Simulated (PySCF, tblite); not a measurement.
# C₅H₁₃NSSi: geometry, infrared bands and NMR shifts

Aim: predict the infrared bands and NMR shifts of C₅H₁₃NSSi (`C[C@H](N[SiH2]S)C1CC1`).

Programs: tblite 0.8.0 and PySCF 2.14.0, with density-fitted response routines of our own. Each step states its level of theory. These are calculated values for one molecule in the gas phase, unless marked as measured. Atoms count from 0, in the outputs and in this text.

### 1 The molecule as given

21 atoms, charge 0, multiplicity 1; geometry from: force field or distance geometry start.

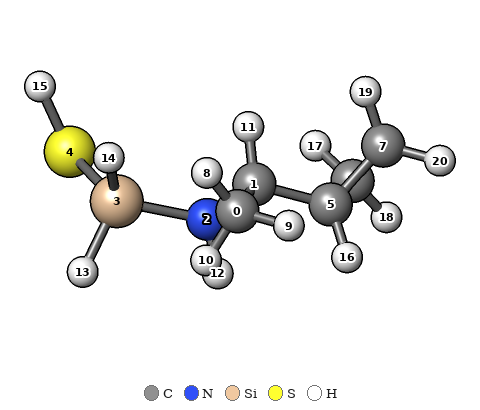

The starting geometry (carbon grey, nitrogen blue, silicon light orange, sulfur yellow, hydrogen white), atoms numbered.

### 2 Geometry optimisation with GFN2-xTB

The job: settings as JSON, then the geometry in Å.

```
{"job": {"kind": "relax", "xc": "GFN2-xTB", "basis": "xTB"}, "charge": 0, "multiplicity": 1}
C      0.148300    -1.679200    -0.726200
C     -0.126700    -0.249500    -0.280800
N      0.751900     0.074400     0.829000
Si     2.455600    -0.035400     0.387300
S      3.399200     1.857500     0.700000
C     -1.562600    -0.149200     0.210600
C     -1.932500     1.223100     0.686000
C     -2.510500     0.670500    -0.595100
H      0.732500    -1.748400    -1.659200
H     -0.834300    -2.186300    -0.810000
H      0.707900    -2.150600     0.098600
H      0.024600     0.494400    -1.063900
H      0.524600    -0.491100     1.666200
H      3.046200    -1.089100     1.278100
H      2.609900    -0.513500    -0.997800
H      3.991500     2.255500    -0.512700
H     -1.911100    -1.061300     0.749900
H     -1.204300     2.044600     0.511100
H     -2.580300     1.311200     1.585000
H     -2.151000     1.070300    -1.545600
H     -3.587800     0.368900    -0.511000
```

Started as:

```console
> OMP_NUM_THREADS=1 python probes_run.py task.json out
```

The driver reads the jobs from task.json and runs them one after another.

**Question.** This job is followed by: GFN2-xTB harmonic vibrations, gas phase; GIAO PBE0/pcSseg-1 NMR shielding, non-relativistic, gas phase. What will the session give for the following? strongest single infrared mode (GFN2-xTB); zero-point energy (GFN2-xTB); 13C shifts against TMS (PBE0/pcSseg-1); 1H shifts against TMS (PBE0/pcSseg-1, means over atoms taken as alike); 15N shifts against NH3 (PBE0/pcSseg-1); 29Si shifts against TMS (PBE0/pcSseg-1); 33S shifts against CS2 (PBE0/pcSseg-1).

As calculated:

```
                                                              quantity                                                                 value
                             strongest single infrared mode (GFN2-xTB)                                                 2255 cm⁻¹, 317 km/mol
                                          zero-point energy (GFN2-xTB)                                                        105.7 kcal/mol
                                13C shifts against TMS (PBE0/pcSseg-1)                                        57.5, 27.9, 24.4, 7.3, 6.6 ppm
1H shifts against TMS (PBE0/pcSseg-1, means over atoms taken as alike)  5.25, 5.19, 1.55, 1.30, 0.57, 0.51, 0.40, 0.35, 0.30, 0.21, 0.13 ppm
                                15N shifts against NH3 (PBE0/pcSseg-1)                                                              63.6 ppm
                               29Si shifts against TMS (PBE0/pcSseg-1)                                                             -32.4 ppm
                                33S shifts against CS2 (PBE0/pcSseg-1)                                                              -237 ppm
```

What this shows: Relaxing lowered the energy by 0.985 eV in 220 steps; the close pair that moved most is S4–H15, from 1.407 to 1.323 Å. All 57 modes are real, so the xTB geometry is a minimum. The strongest single mode, at 2255 cm⁻¹, moves mainly H13. GFN2-xTB is a fitted tight-binding method: band positions and strengths are rough. Its intensities can rank the bands wrongly. At PBE0/pcSseg-1: The largest span, 246 ppm, is at S4, where the paramagnetic term is -316 ppm.
